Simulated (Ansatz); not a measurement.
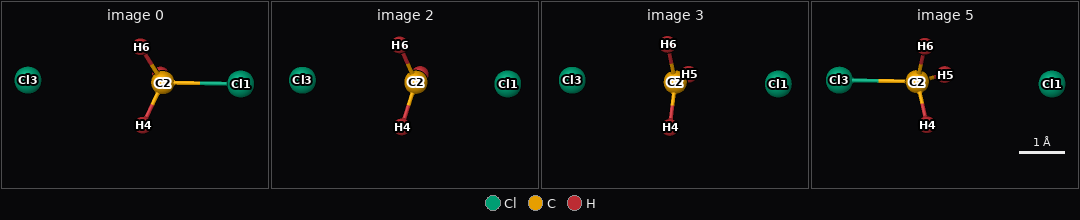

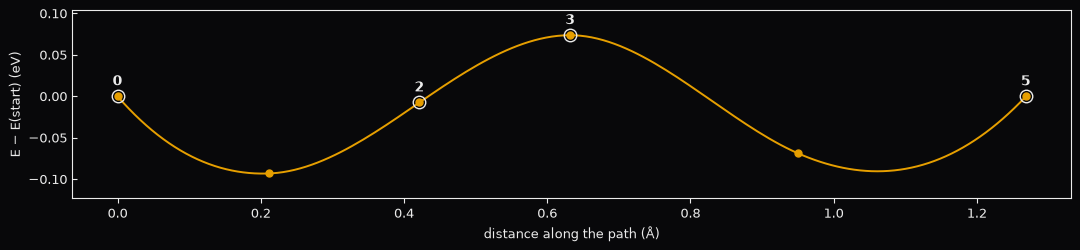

A nudged-elastic-band calculation for CH₃Cl₂ (charge −1), made up of CH₃Cl and Cl. Images are numbered from 0 (start) to 5 (end). A ball-and-stick model, seen at a tilt.

Theory: Ansatz, RKS BLYP-D4/def2-SVP.

The input:
```yaml
crystal:
  periodic: [false, false, false]
  atoms:
    - {symbol: Cl, position_ang: [-1.439484, -0.200596, 1.661056]}
    - {symbol: C, position_ang: [-0.256326, -0.035725, 0.295767]}
    - {symbol: Cl, position_ang: [1.788798, 0.249301, -2.064068]}
    - {symbol: H, position_ang: [-0.400000, -0.863906, -0.387826]}
    - {symbol: H, position_ang: [0.747084, -0.054279, 0.703994]}
    - {symbol: H, position_ang: [-0.440072, 0.905206, -0.208923]}
basis:
  gaussian: {orbitals: def2-SVP}
total_charge: -1
hamiltonian: {xc: {name: BLYP}, dispersion: d4}
neb:
  images: 4
  climbing: true
  max_iterations: 25
  initial_path: linear
  final_atoms:
    - {symbol: Cl, position_ang: [-1.788035, -0.249157, 2.063258]}
    - {symbol: C, position_ang: [0.256209, 0.035699, -0.295650]}
    - {symbol: Cl, position_ang: [1.439332, 0.200602, -1.660846]}
    - {symbol: H, position_ang: [-0.338146, -0.855286, -0.459188]}
    - {symbol: H, position_ang: [0.808890, -0.045669, 0.632672]}
    - {symbol: H, position_ang: [-0.378251, 0.913811, -0.280246]}
```

Run as
```bash
ansatz run in.yaml --threads 2 --pin off --events-out ev --progress --plain --max-ram 4352MiB
```

> Read off the barrier and say what moves.

Relative to the start the highest point is image 3 at +0.074 eV and the end lies at 0.000 eV, but the profile dips to −0.093 eV at image 1 on the way, so an end point isn't at the bottom of its valley along this path. Breaking: Cl1–C2 (1.81 → 2.40 at the top → 3.13 Å). Forming: C2–Cl3 (3.14 → 2.40 at the top → 1.81 Å). The band converged in 6 iterations. The largest component of the band force went from 2.3 to 0.022 eV/Å. The climbing image converged on the top of the path. Its curvatures weren't checked. The largest force component is 0.93 eV/Å at the start and 0.93 eV/Å at the end; an end with forces this large is no minimum, and the barrier measured from it can be far off.

Limits of the set-up: the start holds two separate molecules, 3.0 Å apart at their closest, whose relative position is a soft coordinate; the basis has no diffuse functions, which an anion needs.
